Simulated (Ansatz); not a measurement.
# GaHO···NH3: what the fields show

Input file:

```
crystal:
  periodic: [false, false, false]
  atoms:
    - { symbol: Ga, position_ang: [-0.07217, 0.276857, -1.211503] }
    - { symbol: "N", position_ang: [1.240756, -0.027277, 1.602627] }
    - { symbol: H, position_ang: [1.164291, 0.649783, 2.363138] }
    - { symbol: H, position_ang: [1.824405, -0.793239, 1.94217] }
    - { symbol: H, position_ang: [1.781745, 0.438589, 0.850255] }
    - { symbol: O, position_ang: [-1.685194, -0.488945, -0.927366] }
    - { symbol: H, position_ang: [-1.940733, -0.902467, -0.093121] }
basis:
  gaussian: { orbitals: def2-SVP }
hamiltonian:
  xc: pbe0
relax:
  f_tol: 0.03
  max_steps: 50
output:
  orbitals: {}
```

Run with:

```sh
ansatz run input.yaml --threads 1 --pin off --max-ram 2048MiB --backend cpu --events-out ev --progress --plain --runs-dir out
```

The fields are those of the run's last geometry, not of the input's.

Theory: Ansatz 0.2.0, RKS PBE0/def2-SVP.

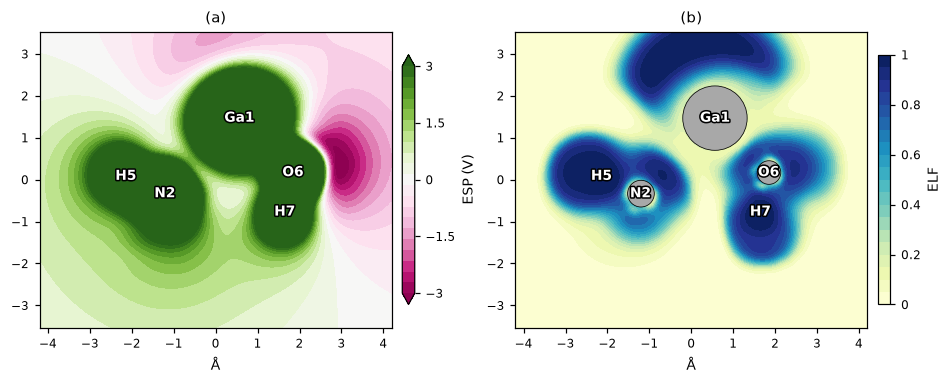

Figure 1. (a) molecular electrostatic potential; (b) ELF on the plane of atoms Ga1, O6 and H7. Grey discs cover the atomic cores in the ELF map.

Interpret the plot.

- Atoms in the plane: Ga, N, H and O.
- Ga1···N2 (2.52 Å): the ELF peaks at about 0.95 in the valence shell of N, 0.7 Å from its nucleus, and is about 0.20 at the midpoint.
- Ga–O (1.83 Å): the ELF peaks at about 0.85 in the valence shell of O, 0.5 Å from its nucleus, and is about 0.20 at the midpoint.
- O–H (0.96 Å): the ELF climbs to about 1 towards the hydrogen, as it does in any bond to H: an ordinary covalent bond to hydrogen.
- N–H (1.02 Å): the ELF climbs to about 1 towards the hydrogen; a covalent bond by its length.
- The ELF also peaks beside O6, away from the bonds: lone-pair regions.
- Outside the dense part of the complex the potential is most negative (−3.3 V) near O6.

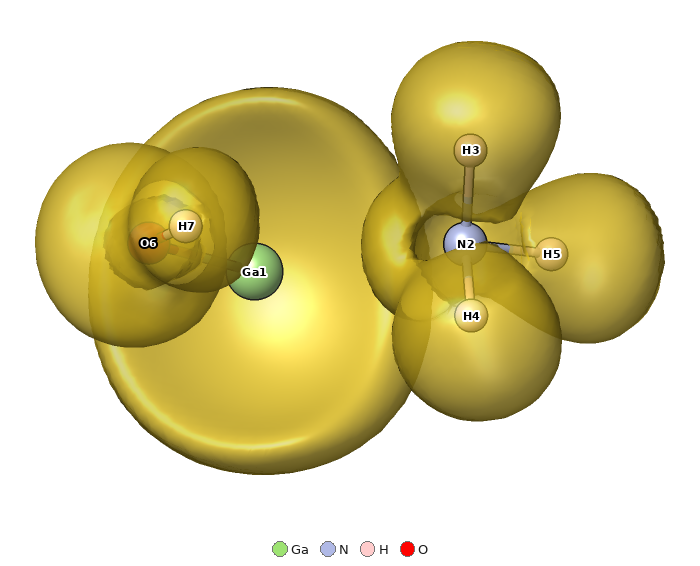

Figure 2. Isosurface of the ELF at 0.75 (yellow), seen from one side. Core shells and regions of very low density are left out.

Where are the electrons localised?

The surface consists of one lobe on Ga, pointing away from the bonds (lone pairs), one joined region spread over several atoms (H, N), in which their bonds and any lone pairs are merged and one joined region spread over several atoms (H, O), in which their bonds and any lone pairs are merged.

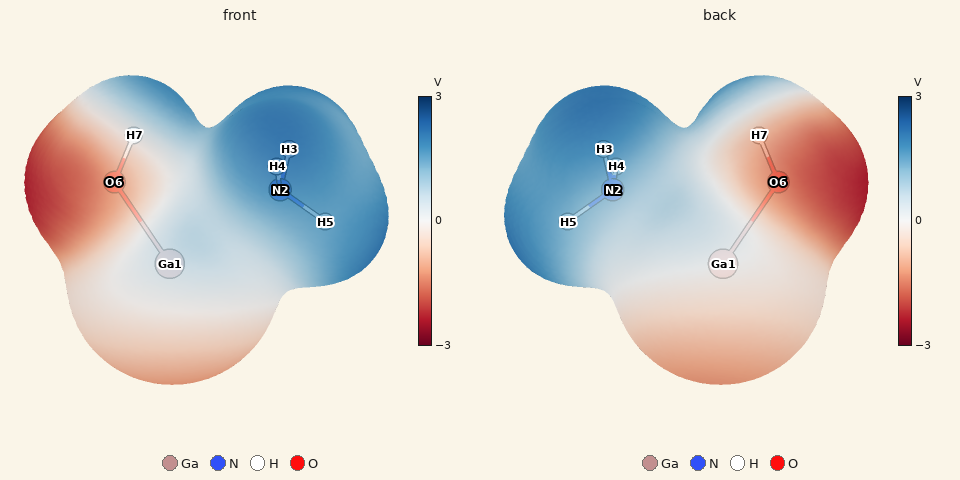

Figure 3. The molecular electrostatic potential painted on the density surface at 0.002 e/bohr³, seen from the front and from behind; red is negative and blue positive.

Describe the electrostatic potential map.

The most negative region (about −2.4 V) lies over O6, the most positive (about +2.2 V) over H3 and H4. O6 is the likeliest acceptor of a hydrogen bond.
